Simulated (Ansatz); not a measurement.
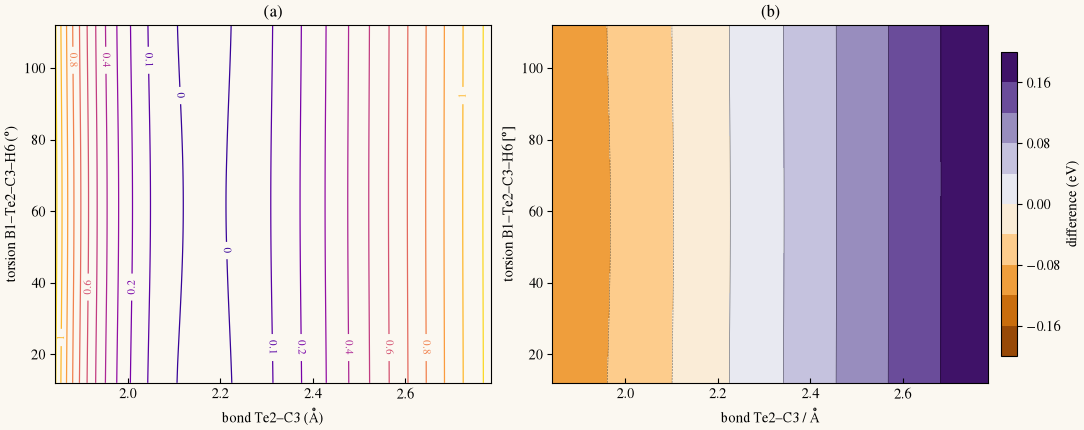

CH₅BTe, SMILES B[Te]C. Two internal coordinates are moved rigidly from the geometry relaxed at PBE0-D4/def2-TZVP, all others fixed. Coordinates scanned: (1) bond Te2–C3; (2) torsion B1–Te2–C3–H6. The scan uses a 7 × 6 grid. Points are written as (first, second). Energies: eV, counted from each map's own lowest point. Method: Ansatz, RKS PBE-D4/def2-TZVPP.

Panel (a): RKS PBE-D4/def2-TZVPP in Ansatz 0.2.0. Panel (b): the map at Ansatz 0.2.0, RKS PBE0-D4/def2-TZVPP less the map of (a), each from its own lowest point.

**How does the change of method alter the landscape?**

The difference runs from −0.11 eV at (1.842 Å, 52°) to 0.20 eV at (2.785 Å, 12°).
